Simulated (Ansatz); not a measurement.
## Response to strain in ZrSiO

Take ZrSiO (space group P4/nmm, No. 129; a = 3.278 Å, c = 7.257 Å; a cell from a computed database, its experimental status unchecked) as the base. Axes: x, y, z lie along a, b, c of the conventional cell.

Strains are applied to the cell and any free atomic positions relax; under biaxial strain the out-of-plane vector relaxes too.

Level of theory: PBEsol (Ansatz, an electronic-structure program), scalar-relativistic without spin-orbit coupling.

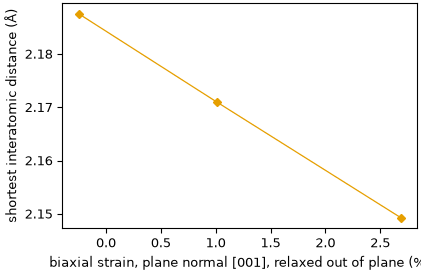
Fig. 1. Shortest interatomic distance against biaxial strain, plane normal [001], relaxed out of plane

```json
[
 {"biaxial strain, plane normal [001], relaxed out of plane (%)": "-0.25", "shortest interatomic distance": "2.188 Å"},
 {"biaxial strain, plane normal [001], relaxed out of plane (%)": "1.01", "shortest interatomic distance": "2.171 Å"},
 {"biaxial strain, plane normal [001], relaxed out of plane (%)": "2.69", "shortest interatomic distance": "2.149 Å"}
]
```

Without a gap, meshes like the base's 14×14×7 leave anisotropic stresses uncertain by several tenths of a GPa, and small strain energies with them. Whether these cells are dynamically stable was not tested. The final runs are not spin-polarised.
